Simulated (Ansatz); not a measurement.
**AlBrClH3O2: two geometries relaxed, part 1 of 2**

Aim: relax the geometries before and after the reaction (ligand exchange), and see whether they are two minima and how far apart in energy. Meant to form: Al1–Br7, H8–O2; to break: Al1–O2, H8–Br7. The start is a guess near the saddle point, from which both ends are pulled out.

Program: Ansatz 0.2.0. Level of theory: RKS r2SCAN-D4/def2-SVP. These are calculated values, not measurements.

### Step 1. Starting point

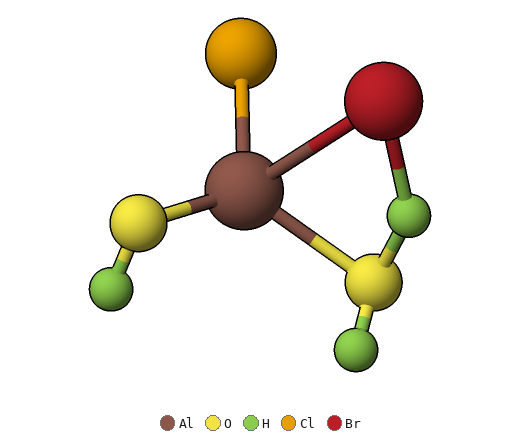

The starting structure, seen from a chosen angle (aluminium brown, oxygen yellow, hydrogen green, chlorine amber, bromine red).

Structure file:

```xyz
8

Al    0.0000    0.0000    0.0000
O     0.0000    0.0000    2.1300
H    -0.9095   -0.2814    2.4671
Cl    1.9312    0.0000   -1.1150
O    -1.5415    0.0000   -0.8900
H    -2.0512   -0.8467   -0.6815
Br    0.5780    2.5060    0.8545
H     0.2815    1.2207    2.0086
```

### Step 2. Pulling towards end A

Springs on the bonds that form and break draw the guess towards this end; the thresholds are loose.

Input file input.yaml:

```yaml
crystal:
  periodic: [false, false, false]
  atoms:
    - { symbol: Al, position_ang: [0.0, 0.0, 0.0] }
    - { symbol: O, position_ang: [0.0, 0.0, 2.13] }
    - { symbol: H, position_ang: [-0.9095, -0.2814, 2.4671] }
    - { symbol: Cl, position_ang: [1.9312, 0.0, -1.115] }
    - { symbol: O, position_ang: [-1.5415, 0.0, -0.89] }
    - { symbol: H, position_ang: [-2.0512, -0.8467, -0.6815] }
    - { symbol: Br, position_ang: [0.578, 2.506, 0.8545] }
    - { symbol: H, position_ang: [0.2815, 1.2207, 2.0086] }
basis:
  gaussian: { orbitals: def2-SVP }
hamiltonian:
  xc: r2scan
  dispersion: d4
relax:
  f_tol: 0.15
  max_steps: 25
  restrain:
    - { distance: [0, 6], at: 3.61, k: 30.0 }
    - { distance: [7, 1], at: 2.21, k: 30.0 }
    - { distance: [0, 1], at: 1.78, k: 30.0 }
    - { distance: [7, 6], at: 1.55, k: 30.0 }
output:
  orbitals: {}
```

Run with:

```sh
$ ansatz run input.yaml --threads 4 --pin off --max-ram 5120MiB --backend cpu --events-out ev --progress --plain --runs-dir out
```

Standard output (excerpt; [...] marks lines left out):

```text
Warning: RAYON_NUM_THREADS=4 ignored (pool sized by the plan → 4); use --threads N
[...]
Functional definition: r2SCAN
[...]
1193 factors; their error is unknown
[...]
mean field -93291.73935465 eV, -3428.4081858713 hartree, gradient 4.3e-5 eV, S^2 0.000000; 0 other end points of the search recorded, 0 dependent functions left out
[...]
reference -93291.73936503 eV, -3428.4081862526 hartree; 42, 42 occupied and 69, 69 virtual orbitals, 1193 factors
relax step   1: F+E_penalty+E_count = -93291.78841836 eV  Δ(F+E_penalty+E_count) = +0.000e0 eV  max|allowed force component| = 2.466e0 eV/Å  E_restraint = 28.17994673 eV  max|allowed force component, restraints' pulls added| = 3.101e1 eV/Å  Δτ_max = 0.0000 Å  (28 SCF iters, accepted)
[...]
relax step   7: F+E_penalty+E_count = -93292.56174811 eV  Δ(F+E_penalty+E_count) = -3.583e-2 eV  max|allowed force component| = 1.224e0 eV/Å  E_restraint = 0.05267300 eV  max|allowed force component, restraints' pulls added| = 5.498e-1 eV/Å  Δτ_max = 0.1997 Å  (35 SCF iters, accepted)
[...]
relax step   8: F+E_penalty+E_count = -93292.57406223 eV  Δ(F+E_penalty+E_count) = -1.231e-2 eV  max|allowed force component| = 1.314e0 eV/Å  E_restraint = 0.04524708 eV  max|allowed force component, restraints' pulls added| = 1.437e-1 eV/Å  Δτ_max = 0.1330 Å  (30 SCF iters, accepted)
  distance Al 0 - Br 6 = 3.6056 Å
  distance H 7 - O 1 = 2.2014 Å
  distance Al 0 - O 1 = 1.7510 Å
  distance H 7 - Br 6 = 1.5043 Å
1193 factors; their error is unknown
mean field -93292.52529114 eV, -3428.4370685045 hartree, gradient 8.7e-6 eV, S^2 0.000000; 1 other end points of the search recorded, 0 dependent functions left out
[...]
reference -93292.52530210 eV, -3428.4370689072 hartree; 42, 42 occupied and 69, 69 virtual orbitals, 1193 factors
Total energy: -93292.57407319 eV, -3428.4388612117 hartree
Atom 0 at    -0.041549    -0.285648     0.035675 Å, force     0.075726     0.047326     0.953808 eV/Å
Atom 1 at    -0.015338    -0.334109     1.785855 Å, force     0.078329     0.264591    -0.889520 eV/Å
Atom 2 at    -0.819444    -0.410457     2.310638 Å, force     0.008246    -0.012380     0.000041 eV/Å
Atom 3 at     1.803228    -0.176275    -0.913376 Å, force     0.070709    -0.012785     0.004328 eV/Å
Atom 4 at    -1.410315    -0.457196    -0.925850 Å, force    -0.143707    -0.017804    -0.033892 eV/Å
Atom 5 at    -2.334183    -0.584001    -0.702515 Å, force     0.013939     0.028575    -0.009576 eV/Å
Atom 6 at     0.499470     3.075970     1.221904 Å, force     0.067870    -1.313586     0.644142 eV/Å
Atom 7 at     0.606631     1.770315     1.961368 Å, force    -0.171112     1.016063    -0.669330 eV/Å
Dipole moment:    -0.720098    -0.270011     0.403148 e Å
```

Run time: 13 s. Hardware: 4 threads of Intel Xeon Platinum 8488C (Sapphire Rapids), shared host; peak memory 0.21 GiB.

Step by step:

| step | energy from step 1 (eV) | largest force component (eV/Å) |
| --- | --- | --- |
| 1 | 0.0000 | 2.4656 |
| 2 | 0.2462 | 2.3272 |
| 3 | 0.0457 | 1.9227 |
| 4 | -0.3919 | 1.5547 |
| 5 | -0.6012 | 1.3627 |
| 6 | -0.7375 | 1.3639 |
| 7 | -0.7733 | 1.2241 |
| 8 | -0.7856 | 1.3136 |

Step 1 is the start. Energies and forces in the table leave out the springs, which the log lists apart; the run stops on the force with the springs' pull added.

After: Bond lengths: Al1–O2 1.751 Å, O2–H3 0.963 Å, Al1–Cl4 2.077 Å, Al1–O5 1.682 Å, O5–H6 0.959 Å, Br7–H8 1.504 Å. Angles: Al1–O2–H3 122.3°, O2–Al1–Cl4 116.4°, O2–Al1–O5 125.5°, Cl4–Al1–O5 117.8°, Al1–O5–H6 131.7°.

Pairs that crossed the distance rule for bonds on the way: moved apart Al1–Br7.

### Step 3. Relaxing end A

It starts where the restrained run ended.

Input file input.yaml:

```yaml
crystal:
  periodic: [false, false, false]
  atoms:
    - { symbol: Al, position_ang: [-0.041549, -0.285648, 0.035675] }
    - { symbol: O, position_ang: [-0.015338, -0.334109, 1.785855] }
    - { symbol: H, position_ang: [-0.819444, -0.410457, 2.310638] }
    - { symbol: Cl, position_ang: [1.803228, -0.176275, -0.913376] }
    - { symbol: O, position_ang: [-1.410315, -0.457196, -0.92585] }
    - { symbol: H, position_ang: [-2.334183, -0.584001, -0.702515] }
    - { symbol: Br, position_ang: [0.49947, 3.07597, 1.221904] }
    - { symbol: H, position_ang: [0.606631, 1.770315, 1.961368] }
basis:
  gaussian: { orbitals: def2-SVP }
hamiltonian:
  xc: r2scan
  dispersion: d4
relax:
  f_tol: 0.03
  max_steps: 50
output:
  orbitals: {}
```

Run with:

```sh
$ ansatz run input.yaml --threads 4 --pin off --max-ram 5120MiB --backend cpu --events-out ev --progress --plain --runs-dir out
```

Standard output (excerpt; [...] marks lines left out):

```text
Warning: RAYON_NUM_THREADS=4 ignored (pool sized by the plan → 4); use --threads N
[...]
Functional definition: r2SCAN
[...]
1193 factors; their error is unknown
[...]
mean field -93292.52529909 eV, -3428.4370687968 hartree, gradient 4.0e-5 eV, S^2 0.000000; 0 other end points of the search recorded, 0 dependent functions left out
[...]
reference -93292.52531002 eV, -3428.4370691983 hartree; 42, 42 occupied and 69, 69 virtual orbitals, 1193 factors
relax step   1: F+E_penalty+E_count = -93292.57407018 eV  Δ(F+E_penalty+E_count) = +0.000e0 eV  max|allowed force component| = 1.314e0 eV/Å  Δτ_max = 0.0000 Å  (27 SCF iters, accepted)
[...]
relax step   5: F+E_penalty+E_count = -93292.83195202 eV  Δ(F+E_penalty+E_count) = -5.479e-2 eV  max|allowed force component| = 7.691e-1 eV/Å  Δτ_max = 0.1962 Å  (37 SCF iters, accepted)
[...]
relax step   9: F+E_penalty+E_count = -93293.69291943 eV  Δ(F+E_penalty+E_count) = -1.580e-1 eV  max|allowed force component| = 1.422e0 eV/Å  Δτ_max = 0.1387 Å  (37 SCF iters, accepted)
[...]
relax step  13: F+E_penalty+E_count = -93293.97370257 eV  Δ(F+E_penalty+E_count) = -1.934e-2 eV  max|allowed force component| = 4.309e-1 eV/Å  Δτ_max = 0.1996 Å  (35 SCF iters, accepted)
[...]
relax step  15: F+E_penalty+E_count = -93294.02392981 eV  Δ(F+E_penalty+E_count) = -1.170e-2 eV  max|allowed force component| = 1.839e-1 eV/Å  Δτ_max = 0.0534 Å  (28 SCF iters, accepted)
[...]
relax step  16: F+E_penalty+E_count = -93293.95343868 eV  Δ(F+E_penalty+E_count) = +7.049e-2 eV  max|allowed force component| = 1.897e0 eV/Å  Δτ_max = 0.1991 Å  (34 SCF iters, rejected (line search))
[...]
1193 factors; their error is unknown
```

### Step 4. More of the same log: end point A relaxed

The log, continued (excerpt; [...] marks lines left out):

```text
mean field -93293.98967010 eV, -3428.4908834387 hartree, gradient 2.7e-5 eV, S^2 0.000000; 0 other end points of the search recorded, 0 dependent functions left out
[...]
reference -93293.98968040 eV, -3428.4908838172 hartree; 42, 42 occupied and 69, 69 virtual orbitals, 1193 factors
relax step  17: F+E_penalty+E_count = -93294.03993953 eV  Δ(F+E_penalty+E_count) = -1.601e-2 eV  max|allowed force component| = 1.774e-1 eV/Å  Δτ_max = 0.0996 Å  (27 SCF iters, accepted)
[...]
relax step  19: F+E_penalty+E_count = -93294.06625491 eV  Δ(F+E_penalty+E_count) = -1.524e-2 eV  max|allowed force component| = 4.720e-1 eV/Å  Δτ_max = 0.0775 Å  (28 SCF iters, accepted)
[...]
relax step  21: F+E_penalty+E_count = -93294.08542119 eV  Δ(F+E_penalty+E_count) = -1.917e-2 eV  max|allowed force component| = 2.712e-1 eV/Å  Δτ_max = 0.0976 Å  (29 SCF iters, accepted)
[...]
reference -93294.05370275 eV, -3428.4932365950 hartree; 42, 42 occupied and 69, 69 virtual orbitals, 1193 factors
Total energy: -93294.10393025 eV, -3428.4950824217 hartree
Atom 0 at     0.108500     0.526164     0.027039 Å, force    -0.011157     0.000201    -0.019564 eV/Å
Atom 1 at     0.145932    -0.034759     1.898201 Å, force    -0.016927     0.013017     0.004553 eV/Å
Atom 2 at    -0.733234    -0.454522     1.981218 Å, force     0.015547     0.001677     0.006283 eV/Å
Atom 3 at     1.741847    -0.350022    -0.984885 Å, force     0.003317     0.001625     0.003353 eV/Å
Atom 4 at    -1.444015    -0.205471    -0.098876 Å, force    -0.013378     0.008956    -0.023524 eV/Å
Atom 5 at    -1.929530    -0.392801    -0.906271 Å, force     0.019627    -0.001270     0.027458 eV/Å
Atom 6 at     0.230106     2.787781     0.348987 Å, force     0.002254    -0.010151     0.003534 eV/Å
Atom 7 at     0.168894     0.722228     2.508286 Å, force     0.000717    -0.014054    -0.002093 eV/Å
Dipole moment:    -0.523083    -0.299953     0.678034 e Å
```

It took 43 s on 4 threads of Intel Xeon Platinum 8488C (Sapphire Rapids), shared host; peak memory 0.22 GiB.

The steps of the relaxation:

| step | energy from step 1 (eV) | largest force component (eV/Å) |
| --- | --- | --- |
| 1 | 0.0000 | 1.3136 |
| 2 | -0.1151 | 0.3466 |
| 3 | -0.1520 | 0.4614 |
| 4 | -0.2031 | 0.4865 |
| 5 | -0.2579 | 0.7691 |
| 6 | -0.3206 | 1.1890 |
| 7 | -0.4367 | 3.1805 |
| 8 | -0.9609 | 2.0689 |
| 9 | -1.1188 | 1.4219 |
| 10 | -1.1538 | 2.9733 |
| 11 | -1.3549 | 0.6529 |
| 12 | -1.3803 | 1.1813 |
| 13 | -1.3996 | 0.4309 |
| 14 | -1.4382 | 0.2544 |
| 15 | -1.4499 | 0.1839 |
| 16x | -1.3794 | 1.8967 |
| 17 | -1.4659 | 0.1774 |
| 18 | -1.4769 | 0.5825 |
| 19 | -1.4922 | 0.4720 |
| 20x | -1.4450 | 1.3511 |
| 21 | -1.5114 | 0.2712 |
| 22 | -1.5201 | 0.3409 |
| 23 | -1.5238 | 0.3212 |
| 24 | -1.5262 | 0.2233 |
| 25x | -1.5259 | 0.5114 |
| 26 | -1.5291 | 0.0757 |
| 27 | -1.5298 | 0.0275 |

Step 1 is the start. 3 steps were tried and not accepted (16, 20, 25; marked x where the table lists them).

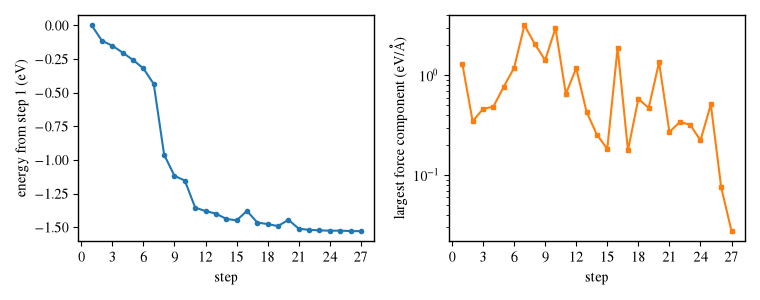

How energy and force went from step to step.

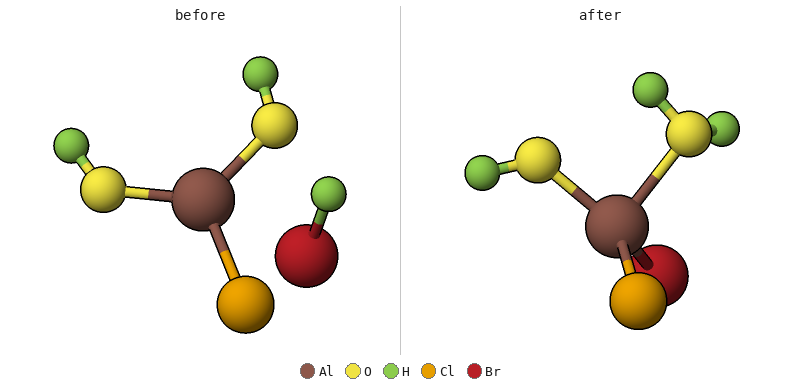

Before and after, at one scale.

After: Bond lengths: Al1–O2 1.954 Å, O2–H3 0.978 Å, Al1–Cl4 2.112 Å, Al1–O5 1.721 Å, O5–H6 0.961 Å, Al1–Br7 2.288 Å, O2–H8 0.973 Å. Angles: Al1–O2–H3 100.8°, Al1–O2–H8 112.2°, H3–O2–H8 107.6°, O2–Al1–Cl4 109.0°, O2–Al1–O5 88.0°, O2–Al1–Br7 98.5°, Cl4–Al1–O5 119.1°, Cl4–Al1–Br7 115.9°, O5–Al1–Br7 118.6°, Al1–O5–H6 126.9°.

Pairs that crossed the distance rule for bonds on the way: came closer Al1–Br7, O2–H8; moved apart Br7–H8.

(Continued in part 2 of 2.)
